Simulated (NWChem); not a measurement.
# One shape, several levels: BNH2F2 (SMILES NB(F)F)

We compute a comparison of 4 runs (B3LYP/cc-pVTZ, B3LYP/jun-cc-pV(D+d)Z, B3LYP/cc-pVDZ, B3LYP/aug-cc-pVDZ) of BNH2F2. 

The calculation is run with NWChem 7.3.0.

**1. The structure to begin with**

BNH2F2 has 6 atoms, charge 0, and is taken as a singlet. As SMILES, `NB(F)F`. Geometry: relaxed at PBE0-D4/def2-TZVP.

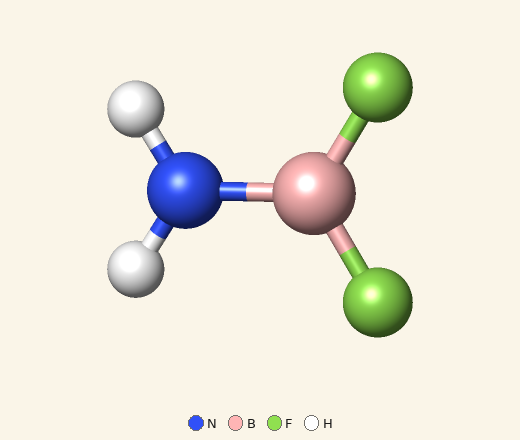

The structure, seen from a chosen angle (nitrogen blue, boron pink, fluorine green, hydrogen white).

**2. Energy and forces at B3LYP/cc-pVTZ (run 1)**

Input file work.nw:

```
start work
title "BF2H2N"
memory stack 880 mb heap 220 mb global 1100 mb

geometry noautosym nocenter noautoz
  N       -0.210700       0.687600      -0.156800
  B        0.195300      -0.614700       0.121200
  F       -0.667400      -1.526100       0.560300
  F        1.459700      -0.991800      -0.042700
  H        0.425000       1.389500      -0.488700
  H       -1.159800       0.991400      -0.039400
end

basis spherical bse
  * library cc-pVTZ
end

dft
  xc b3lyp
  mult 1
  grid fine
  convergence energy 1e-08
  iterations 100
  mulliken
  print low
end

task dft gradient
```

Run with:

```sh
nwchem work.nw > work.out
```

Log:

```text
[...]
 d= 0,ls=0.0,diis     1   -280.6960251953 -3.94D+02  4.53D-03  9.76D-01    10.4
[...]
 d= 0,ls=0.0,diis    10   -280.7842634333 -5.64D-11  2.68D-08  6.35D-11    97.3
         Total DFT energy =     -280.784263433302
      One electron energy =     -612.107286651512
           Coulomb energy =      251.314366333793
    Exchange-Corr. energy =      -32.798782116085
 Nuclear repulsion energy =      112.807439000503
[...]
      Total Density - Mulliken Population Analysis
     ---------------------------------------------
    Atom       Charge   Shell Charges
 -----------   ------   -------------------------------------------------------
    1 N    7     7.24   1.95  0.21  0.86  0.38  1.10  1.79  0.93  0.00  0.01  0.00
    2 B    5     4.64   1.97  0.16  0.56  0.07  0.70  0.63  0.18  0.15  0.17  0.07
    3 F    9     9.22   1.94  0.28  1.04  0.61  1.60  2.38  1.36  0.00  0.01  0.00
    4 F    9     9.22   1.94  0.28  1.04  0.61  1.60  2.38  1.36  0.00  0.01  0.00
    5 H    1     0.83   0.27  0.43  0.07  0.02  0.04  0.01
    6 H    1     0.83   0.27  0.43  0.07  0.02  0.04  0.01
[...]
                         DFT ENERGY GRADIENTS
    atom               coordinates                        gradient
                 x          y          z           x          y          z
   1 N      -0.398165   1.299376  -0.296309    0.000570  -0.001949   0.000425
   2 B       0.369063  -1.161615   0.229035    0.000373  -0.001227   0.000249
   3 F      -1.261203  -2.883911   1.058813    0.002316   0.002793  -0.001270
   4 F       2.758433  -1.874230  -0.080691   -0.003571   0.001295   0.000404
   5 H       0.803134   2.625774  -0.923509    0.000110  -0.000462   0.000107
   6 H      -2.191704   1.873474  -0.074455    0.000202  -0.000451   0.000085
 Task  times  cpu:      150.3s     wall:      150.3s
 Total times  cpu:      150.4s     wall:      150.4s
```

It took 2.5 min on 1 thread of Intel Xeon at 2.50GHz (Skylake/Cascade Lake), shared host; peak memory 0.13 GiB.

**3. Energy and gradient at B3LYP/jun-cc-pV(D+d)Z (run 2)**

Input file geom.nw:

```
start geom
title "BF2H2N gradient"
memory stack 880 mb heap 220 mb global 1100 mb
charge 0

geometry units angstrom noautosym nocenter noautoz
 N       -0.210700       0.687600      -0.156800
 B        0.195300      -0.614700       0.121200
 F       -0.667400      -1.526100       0.560300
 F        1.459700      -0.991800      -0.042700
 H        0.425000       1.389500      -0.488700
 H       -1.159800       0.991400      -0.039400
end

basis spherical bse
 * library "jun-cc-pV(D+d)Z"
end

dft
 xc b3lyp
 mult 1
 grid fine
 convergence energy 1e-08
 iterations 100
 mulliken
 print low
end

task dft gradient
```

Run with:

```sh
nwchem geom.nw > geom.out
```

Log:

```text
[...]
 d= 0,ls=0.0,diis     1   -280.6095959695 -3.93D+02  1.67D-02  7.63D-01     4.5
[...]
 d= 0,ls=0.0,diis     8   -280.6933046574 -3.03D-09  2.33D-06  1.06D-07    28.4
         Total DFT energy =     -280.693304657359
      One electron energy =     -611.527513561623
           Coulomb energy =      250.788103491213
    Exchange-Corr. energy =      -32.761333587452
 Nuclear repulsion energy =      112.807439000503
[...]
      Total Density - Mulliken Population Analysis
     ---------------------------------------------
    Atom       Charge   Shell Charges
 -----------   ------   -------------------------------------------------------
    1 N    7     7.33   2.01  0.73  0.55  0.17  2.52  1.16  0.18  0.01
    2 B    5     4.70   2.02  0.54  0.06 -0.02  1.58  0.15 -0.03  0.40
    3 F    9     9.16   2.01  0.90  0.96  0.02  3.37  1.79  0.11  0.01
    4 F    9     9.16   2.01  0.90  0.96  0.02  3.37  1.79  0.11  0.01
    5 H    1     0.83   0.73  0.04  0.06
    6 H    1     0.83   0.73  0.04  0.06
[...]
                         DFT ENERGY GRADIENTS
    atom               coordinates                        gradient
                 x          y          z           x          y          z
   1 N      -0.398165   1.299376  -0.296309   -0.000909   0.002792  -0.000586
   2 B       0.369063  -1.161615   0.229035    0.003832  -0.012324   0.002619
   3 F      -1.261203  -2.883911   1.058813    0.010380   0.011724  -0.005490
   4 F       2.758433  -1.874230  -0.080691   -0.015627   0.005171   0.001888
   5 H       0.803134   2.625774  -0.923509   -0.004803  -0.005174   0.002473
   6 H      -2.191704   1.873474  -0.074455    0.007127  -0.002189  -0.000905
 Task  times  cpu:       42.6s     wall:       42.6s
 Total times  cpu:       42.6s     wall:       42.6s
```

Run time: 44 s. Hardware: 1 thread of Intel Xeon at 2.50GHz (Skylake/Cascade Lake), shared host; peak memory 0.11 GiB.

**4. Energy and forces at B3LYP/cc-pVDZ (run 3)**

Input file bf2h2n.xyz:

```xyz
6
BF2H2N
N     -0.210700     0.687600    -0.156800
B      0.195300    -0.614700     0.121200
F     -0.667400    -1.526100     0.560300
F      1.459700    -0.991800    -0.042700
H      0.425000     1.389500    -0.488700
H     -1.159800     0.991400    -0.039400
```

Input file bf2h2n.nw:

```
start bf2h2n
title "BF2H2N"
memory 2200 mb

geometry units angstrom noautosym nocenter noautoz
load bf2h2n.xyz
end

basis spherical bse
* library cc-pVDZ
end

dft
xc b3lyp
mult 1
grid fine
convergence energy 1e-08
maxiter 100
mulliken
noprint "final vectors analysis"
end

task dft gradient
```

Run with:

```sh
nwchem bf2h2n.nw > bf2h2n.out
```

Log:

```text
[...]
          Wavefunction type:  closed shell.
          No. of atoms     :     6
          No. of electrons :    32
[...]
          Charge           :     0
          Spin multiplicity:     1
[...]
          AO basis - number of functions:    66
[...]
              XC Information
              --------------
                         B3LYP Method XC Potential
                     Hartree-Fock (Exact) Exchange  0.200
                        Slater Exchange Functional  0.800 local
                    Becke 1988 Exchange Functional  0.720 non-local
              Lee-Yang-Parr Correlation Functional  0.810
                  VWN I RPA Correlation Functional  0.190 local
[...]
 d= 0,ls=0.0,diis     1   -280.5938979901 -3.93D+02  1.43D-02  7.28D-01     3.2
[...]
 d= 0,ls=0.0,diis     8   -280.6734949233 -3.69D-09  2.35D-06  8.25D-08    16.8
         Total DFT energy =     -280.673494923260
      One electron energy =     -612.067031314476
           Coulomb energy =      251.401479804774
    Exchange-Corr. energy =      -32.815382414062
 Nuclear repulsion energy =      112.807439000503
[...]
      Total Density - Mulliken Population Analysis
     ---------------------------------------------
    Atom       Charge   Shell Charges
 -----------   ------   -------------------------------------------------------
    1 N    7     7.02   2.01  0.73  0.52  2.52  1.23  0.01
    2 B    5     4.92   2.02  0.53  0.10  1.56  0.32  0.39
    3 F    9     9.12   2.01  0.89  0.94  3.37  1.90  0.01
    4 F    9     9.12   2.01  0.89  0.94  3.37  1.90  0.01
    5 H    1     0.91   0.73  0.12  0.06
    6 H    1     0.91   0.73  0.12  0.06
[...]
  wavefunction    = closed shell
                         DFT ENERGY GRADIENTS
    atom               coordinates                        gradient
                 x          y          z           x          y          z
   1 N      -0.398165   1.299376  -0.296309   -0.001180   0.003664  -0.000771
   2 B       0.369063  -1.161615   0.229035    0.002683  -0.008641   0.001832
   3 F      -1.261203  -2.883911   1.058813    0.007969   0.008469  -0.004065
   4 F       2.758433  -1.874230  -0.080691   -0.011684   0.003513   0.001513
   5 H       0.803134   2.625774  -0.923509   -0.004284  -0.004851   0.002272
   6 H      -2.191704   1.873474  -0.074455    0.006496  -0.002155  -0.000781
[...]
```

Run time: 28 s. Hardware: 1 thread of Intel Xeon at 2.50GHz (Skylake/Cascade Lake), shared host; peak memory 0.11 GiB.

**5. Energy and gradient at B3LYP/aug-cc-pVDZ (run 4)**

Input file bf2h2n.nw:

```
start bf2h2n
title "BF2H2N"
memory stack 880 mb heap 220 mb global 1100 mb

geometry noautosym nocenter noautoz
  N       -0.210700       0.687600      -0.156800
  B        0.195300      -0.614700       0.121200
  F       -0.667400      -1.526100       0.560300
  F        1.459700      -0.991800      -0.042700
  H        0.425000       1.389500      -0.488700
  H       -1.159800       0.991400      -0.039400
end

basis spherical bse
  * library aug-cc-pVDZ
end

dft
  xc b3lyp
  grid fine
  convergence energy 1e-08
  iterations 100
  mulliken
  noprint "final vectors analysis"
end

task dft gradient
```

Run with:

```sh
nwchem bf2h2n.nw > bf2h2n.out
```

Log:

```text
[...]
          Wavefunction type:  closed shell.
          No. of atoms     :     6
          No. of electrons :    32
[...]
          Charge           :     0
          Spin multiplicity:     1
[...]
          AO basis - number of functions:   110
[...]
              XC Information
              --------------
                         B3LYP Method XC Potential
                     Hartree-Fock (Exact) Exchange  0.200
                        Slater Exchange Functional  0.800 local
                    Becke 1988 Exchange Functional  0.720 non-local
              Lee-Yang-Parr Correlation Functional  0.810
                  VWN I RPA Correlation Functional  0.190 local
[...]
 d= 0,ls=0.0,diis     1   -280.6188069850 -3.93D+02  1.47D-02  7.80D-01     8.4
[...]
 d= 0,ls=0.0,diis     8   -280.7022195979 -7.46D-09  1.84D-06  1.12D-07    53.0
         Total DFT energy =     -280.702219597895
      One electron energy =     -611.576881076533
           Coulomb energy =      250.832573917221
    Exchange-Corr. energy =      -32.765351439085
 Nuclear repulsion energy =      112.807439000503
[...]
      Total Density - Mulliken Population Analysis
     ---------------------------------------------
    Atom       Charge   Shell Charges
 -----------   ------   -------------------------------------------------------
    1 N    7     6.87   2.01  0.73  0.50  0.09  2.53  0.90  0.11  0.02 -0.03
    2 B    5     4.15   2.03  0.50 -0.07 -0.03  1.60 -0.21 -0.01  0.37 -0.05
    3 F    9     9.38   2.01  0.89  0.97  0.18  3.37  1.83  0.13  0.00  0.01
    4 F    9     9.38   2.01  0.89  0.97  0.18  3.37  1.83  0.13  0.00  0.01
    5 H    1     1.11   0.77  0.31  0.00  0.05 -0.03
    6 H    1     1.11   0.77  0.31  0.00  0.05 -0.03
[...]
  wavefunction    = closed shell
                         DFT ENERGY GRADIENTS
    atom               coordinates                        gradient
                 x          y          z           x          y          z
   1 N      -0.398165   1.299376  -0.296309    0.000230  -0.000860   0.000194
   2 B       0.369063  -1.161615   0.229035    0.003321  -0.010685   0.002269
   3 F      -1.261203  -2.883911   1.058813    0.010713   0.011301  -0.005443
   4 F       2.758433  -1.874230  -0.080691   -0.015668   0.004655   0.002042
   5 H       0.803134   2.625774  -0.923509   -0.003035  -0.003138   0.001526
   6 H      -2.191704   1.873474  -0.074455    0.004438  -0.001273  -0.000588
[...]
```

Wall time 82 s (1 thread of Intel Xeon at 2.50GHz (Skylake/Cascade Lake), shared host); peak memory 0.12 GiB.

**6. Overview of the runs**

| run | level | energy (Eh) | largest force (eV/Å) | wall time |
| --- | --- | --- | --- | --- |
| 1 | B3LYP/cc-pVTZ | -280.784263 | 0.198 | 2.5 min |
| 2 | B3LYP/jun-cc-pV(D+d)Z | -280.693305 | 0.853 | 44 s |
| 3 | B3LYP/cc-pVDZ | -280.673495 | 0.633 | 28 s |
| 4 | B3LYP/aug-cc-pVDZ | -280.702220 | 0.848 | 82 s |

**7. Summary of results**

| quantity | value |
| --- | --- |
| run 4: total energy | -280.70222 Eh |
| run 4: dipole moment | 2.68 D |
| run 4: largest force on an atom | 0.848 eV/Å |

**Reading.** Over the runs the total energy spans 3.014 eV. All runs together took 5.1 min, the longest 2.5 min.
